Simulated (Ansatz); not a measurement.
## Electronic structure of C3H8AlBr (SMILES C[CH2][Al]([CH3])[Br]) in real space

```csv
atom,x (Å),y (Å),z (Å)
C,-0.2940,0.1933,1.5624
C,0.2377,1.6042,1.2594
C,-2.5829,2.2862,-0.7121
Al,-0.8700,2.7518,0.1096
Br,-0.0567,4.8531,-0.3103
H,-0.4340,-0.4015,0.6440
H,-1.2704,0.2211,2.0749
H,0.3922,-0.3771,2.2117
H,0.4147,2.1610,2.1997
H,1.2393,1.5474,0.7912
H,-2.5148,2.3368,-1.8131
H,-2.9244,1.2739,-0.4405
H,-3.3696,3.0023,-0.4172
```

Geometry: B3LYP/def2-SVP.

The calculation used isolated molecule in a Gaussian basis; Kohn-Sham density functional theory, functional PBE0 in Ansatz.

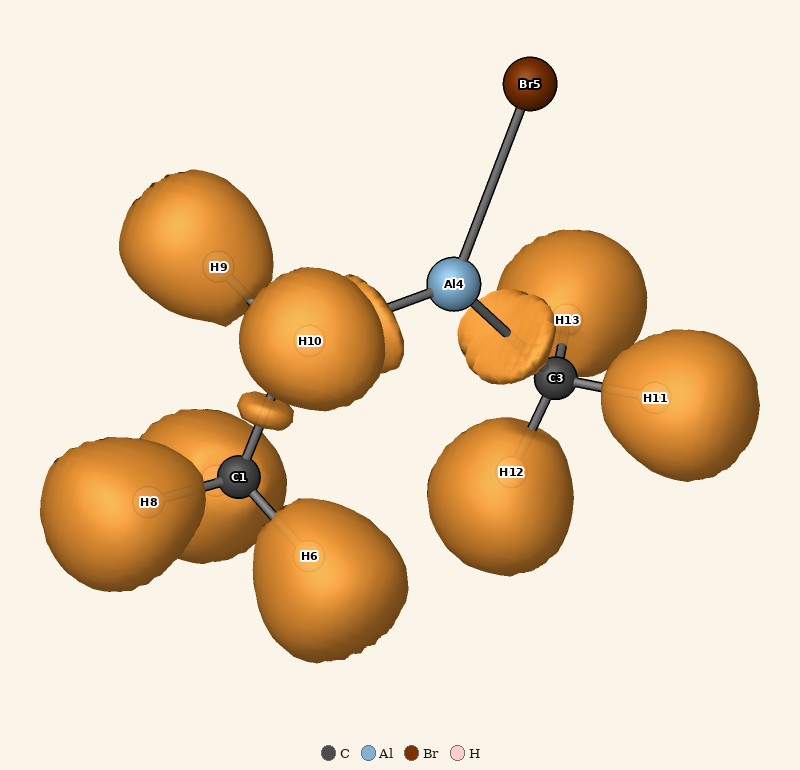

Figure 1. Isosurface of the electron localisation function at 0.9 (orange), seen at an oblique angle. Core shells and regions of very low density are left out.

**What do the ELF domains correspond to?**

The ELF exceeds this value in two regions between bonded Al–C atoms (shared pairs), one region between bonded C–C atoms (shared pairs) and eight regions around hydrogen nuclei.


C–C (1.54 Å): the ELF peaks at about 0.95 between the atoms, as expected for localised, covalent bonding. C–Al (1.96 Å): the ELF peaks at about 0.95 between the atoms, as expected for a polar covalent bond.

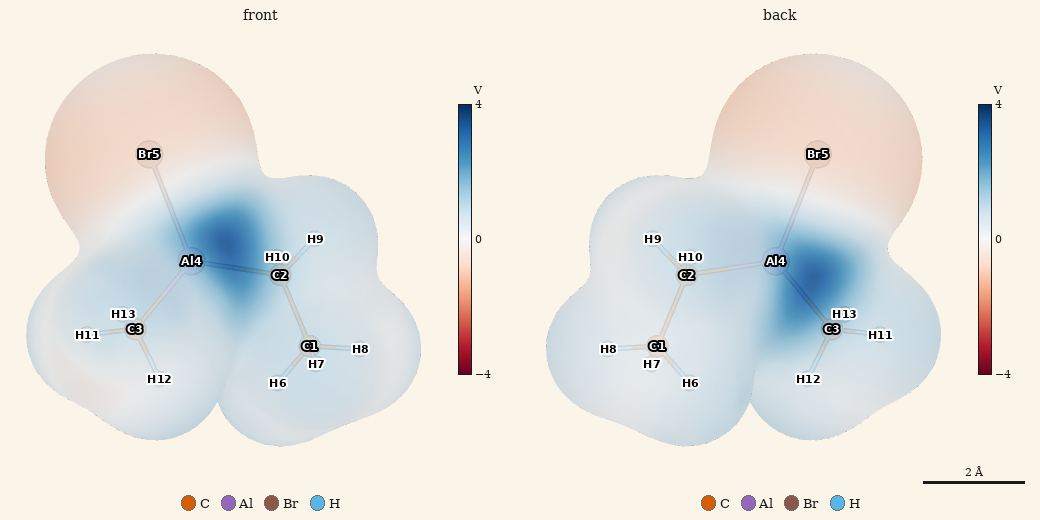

Figure 2. The molecular electrostatic potential painted on the density surface at 0.002 e/bohr³, seen from the front and from behind; red is negative and blue positive.

**Where is the surface potential most negative and most positive?**

The most negative region (about −0.7 V, or −16 kcal/mol for a unit charge) lies over Br5, the most positive (about +3.2 V, or +74 kcal/mol for a unit charge) over Al4.

**What dipole moment does the calculation give?**

Its dipole moment is 2.25 D.

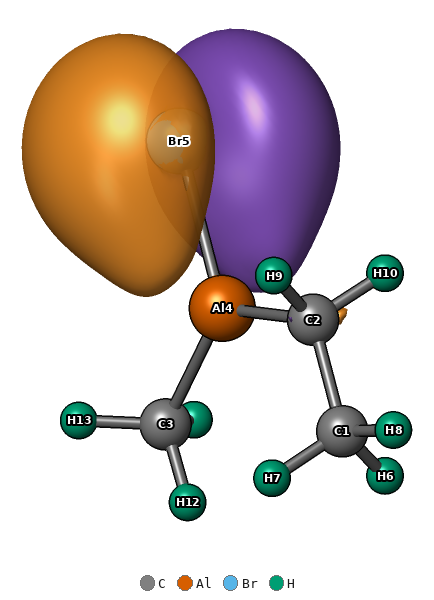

Figure 3. The HOMO−1 at ±0.08 Å⁻³ᐟ² (orange and purple are the two phases), seen at an oblique angle.

**Describe this orbital and give its energy.**

Its weight (Hirshfeld) is mainly on Br5 (about 90 %); largely a lone pair of Br5. Its energy is −8.42 eV.

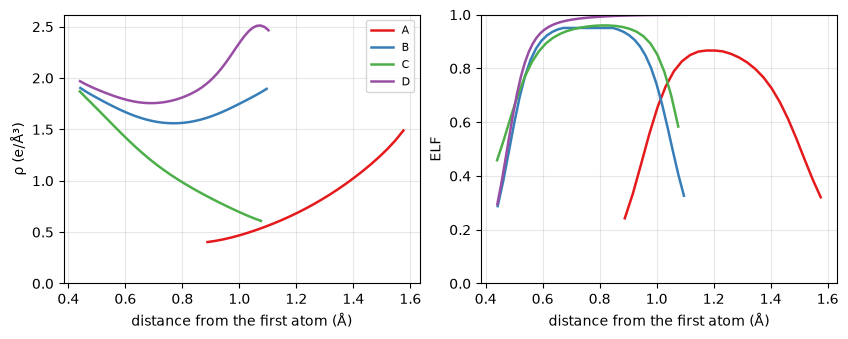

Figure 4. Electron density and electron localisation function along straight lines between neighbouring atoms. The curves leave out the atomic cores.

**Which curve belongs to which contact (Al–Br, C–Al, C–C and C–H)? The first atom named is at distance zero.**

Curve A: Al–Br (2.29 Å): ρ is about 0.61 e/Å³ halfway; the ELF peaks at about 0.85 in the valence shell of Br, 1.1 Å from its nucleus, and is about 0.85 at the midpoint. Curve B: C–C (1.54 Å): the density is about 1.6 e/Å³ at the midpoint; the ELF peaks at about 0.95 between the atoms: a shared electron pair. Curve C: C–Al (1.96 Å): ρ is about 0.72 e/Å³ halfway; the ELF peaks at about 0.95 between the atoms: a shared but strongly polarised pair. Curve D: C–H (1.10 Å): the density is about 1.8 e/Å³ at the midpoint; the ELF climbs to about 1 towards the hydrogen, as it does in any bond to H; a covalent bond by its length.
